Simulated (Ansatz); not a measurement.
**SiBrCl3 (bromotrichlorosilane) at B3LYP/cc-pVDZ**

Aim: the energy change on altering one bond length of SiBrCl3 (bromotrichlorosilane) at B3LYP/cc-pVDZ, from 2 runs. 

Program for the calculation: Ansatz 0.2.0.

55 further runs of the same task are left out: 12 that didn't finish, 43 set aside as unsound or not needed.

### 1 The structure to begin with

SiBrCl3: 5 atoms, total charge 0, spin state singlet. SMILES: `Cl[Si](Cl)(Cl)Br`. Geometry: relaxed at PBE0-D4/def2-TZVP.

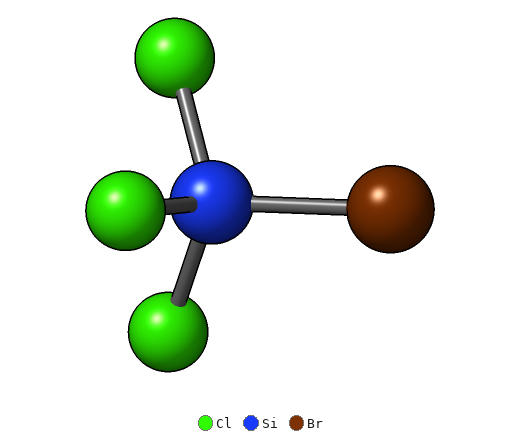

Viewed from a chosen angle; chlorine green, silicon blue, bromine brown.

### 2 A single-point energy at B3LYP/cc-pVDZ

molecule.yaml

```yaml
crystal:
  periodic: [false, false, false]
  atoms:
    - symbol: Cl
      position_ang: [-0.852900, -0.217700, 1.821600]
    - symbol: Si
      position_ang: [0.003400, -0.042600, -0.003200]
    - symbol: Cl
      position_ang: [1.690500, -1.158200, -0.059200]
    - symbol: Cl
      position_ang: [-1.285700, -0.709700, -1.412800]
    - symbol: Br
      position_ang: [0.494400, 2.054400, -0.387900]
basis:
  gaussian:
    orbitals: cc-pVDZ
hamiltonian:
  xc: {name: B3LYP}
accuracy: high
output: {orbitals: {seedname: orbitals}}
```

Command:

```bash
$ ansatz run molecule.yaml --threads 1 --pin off --max-ram 3480MiB --events-out events.jsonl --progress --plain --runs-dir runs
```

The program printed:

```text
Warning: RAYON_NUM_THREADS=1 ignored (pool sized by the plan → 1); use --threads N
Functional definition: B3LYP
  name "B3LYP"
  parameter a0 = 0.2
  parameter ax = 0.72
  parameter ac = 0.81
  exchange = (1 - a0 - ax)*slater_x + ax*b88_x + a0*exact_x
  correlation = (1 - ac)*vwn_rpa_c + ac*lyp_c
2154 factors; integrals over basis functions are off by at most 4.6e-9 eV
mean field evaluation 1: about -115497.8985 eV, gradient 1.8e1 eV
mean field evaluation 2: about -115497.5791 eV, gradient 2.1e1 eV
mean field evaluation 4: about -115498.7203 eV, gradient 3.2e-1 eV
mean field evaluation 8: about -115498.8580 eV, gradient 9.4e-2 eV
mean field evaluation 16: about -115498.8580 eV, gradient 2.3e-6 eV
mean field -115498.85800895 eV, -4244.5047438911 hartree, gradient 8.9e-9 eV, S^2 0.000000; 0 other end points of the search recorded, 0 dependent functions left out
reference -115498.85804980 eV, -4244.5047453923 hartree; 50, 50 occupied and 49, 49 virtual orbitals, 2154 factors
Total energy: -115498.85804980 eV, -4244.5047453923 hartree
```

Run time: 20 s. Hardware: 1 thread of Arm Neoverse V2, shared host; peak memory 0.47 GiB.

### 3 The distorted shape at the same level

job.yaml

```yaml
crystal:
  periodic: [false, false, false]
  atoms:
    - {symbol: Cl, position_ang: [-2.877418, 1.121018, 1.888800]}
    - {symbol: Si, position_ang: [-2.021118, 1.296118, 0.064000]}
    - {symbol: Cl, position_ang: [1.690500, -1.158200, -0.059200]}
    - {symbol: Cl, position_ang: [-3.310218, 0.629018, -1.345600]}
    - {symbol: Br, position_ang: [-1.530118, 3.393118, -0.320700]}
basis:
  gaussian:
    orbitals: cc-pVDZ
hamiltonian:
  xc: {name: B3LYP}
accuracy: high
output: {orbitals: {seedname: orbitals}}
```

Command:

```bash
$ ansatz run job.yaml --threads 1 --pin off --max-ram 3480MiB --events-out events.jsonl --progress --plain --runs-dir runs
```

The program printed:

```text
Warning: RAYON_NUM_THREADS=1 ignored (pool sized by the plan → 1); use --threads N
Functional definition: B3LYP
  name "B3LYP"
  parameter a0 = 0.2
  parameter ax = 0.72
  parameter ac = 0.81
  exchange = (1 - a0 - ax)*slater_x + ax*b88_x + a0*exact_x
  correlation = (1 - ac)*vwn_rpa_c + ac*lyp_c
2069 factors; integrals over basis functions are off by at most 4.6e-9 eV
mean field evaluation 1: about -115489.3179 eV, gradient 3.0e1 eV
mean field evaluation 2: about -115258.6913 eV, gradient 1.3e2 eV
mean field evaluation 4: about -115479.4666 eV, gradient 3.8e1 eV
mean field evaluation 8: about -115493.9950 eV, gradient 6.7e0 eV
mean field evaluation 16: about -115494.3254 eV, gradient 1.5e-8 eV
mean field evaluation 32: about -115494.0327 eV, gradient 7.5e0 eV
mean field -115494.32536882 eV, -4244.3381724385 hartree, gradient 1.3e-8 eV, S^2 0.000000; 2 other end points of the search recorded, 0 dependent functions left out
reference -115494.32541587 eV, -4244.3381741678 hartree; 50, 50 occupied and 49, 49 virtual orbitals, 2069 factors
Total energy: -115494.32541587 eV, -4244.3381741678 hartree
```

Wall time 21 s (1 thread of Arm Neoverse V2, shared host); peak memory 0.44 GiB.

### 4 Summary of results

Level: B3LYP/cc-pVDZ.

| quantity | value |
| --- | --- |
| first shape: total energy | -4244.50475 Eh |
| first shape: HOMO energy | -8.66 eV |
| first shape: LUMO energy | -1.06 eV |
| first shape: HOMO–LUMO gap | 7.60 eV |
| distorted shape: total energy | -4244.33817 Eh |
| distorted shape: HOMO energy | -6.91 eV |
| distorted shape: LUMO energy | -5.93 eV |
| distorted shape: HOMO–LUMO gap | 0.98 eV |
| energy change with the Si2–Cl3 bond stretched from 2.023 to 4.451 Å | 4.533 eV |

In words: One bond (distorted shape) is far stretched, which a spin-restricted single reference describes badly; a broken-symmetry solution may lie lower. With the Si2–Cl3 bond stretched from 2.023 to 4.451 Å the energy rises by 4.53 eV (105 kcal/mol). The first shape isn't relaxed at this level, so the change isn't measured from a minimum. A restricted reference can't describe the breaking bond well at this length.
